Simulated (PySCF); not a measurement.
C₄H₈AlCl₃Ge, SMILES [CH3][Al]([CH3])/[CH]=[CH]/[Ge]([Cl])([Cl])[Cl] at its GFN2-xTB optimised geometry (Å):

```
17

Ge    -0.1699     0.1749     0.0000
Cl    -0.7600     2.2449     0.0000
Cl     1.9824     0.1749     0.0000
Cl    -0.7894    -0.6463     1.8827
C     -0.9566    -0.8656    -1.5374
C     -1.7464    -1.9221    -1.4007
Al    -2.4349    -2.8212    -3.0655
C     -1.8414    -1.9947    -4.7713
C     -3.6082    -4.3961    -2.7853
H     -0.6719    -0.4771    -2.5064
H     -1.9824    -2.2449    -0.3856
H     -2.2597    -2.5223    -5.6352
H     -2.1489    -0.9472    -4.8652
H     -0.7526    -2.0070    -4.8941
H     -3.2578    -5.2865    -3.3181
H     -3.6654    -4.6621    -1.7228
H     -4.6359    -4.2254    -3.1232
```

Method: CAM-B3LYP/def2-SVP run with PySCF 2.14.0. Cells within 0.4 Å of a nucleus heavier than hydrogen are left out (blank, or x).

Map of the deformation density (molecule minus spherical neutral atoms) (e/bohr³) on the plane z = 0.0 Å:

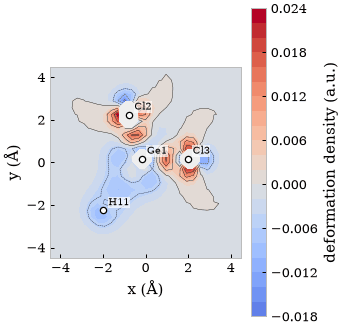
Deformation density (molecule minus spherical neutral atoms) (e/bohr³) on the plane z = 0.0 Å.
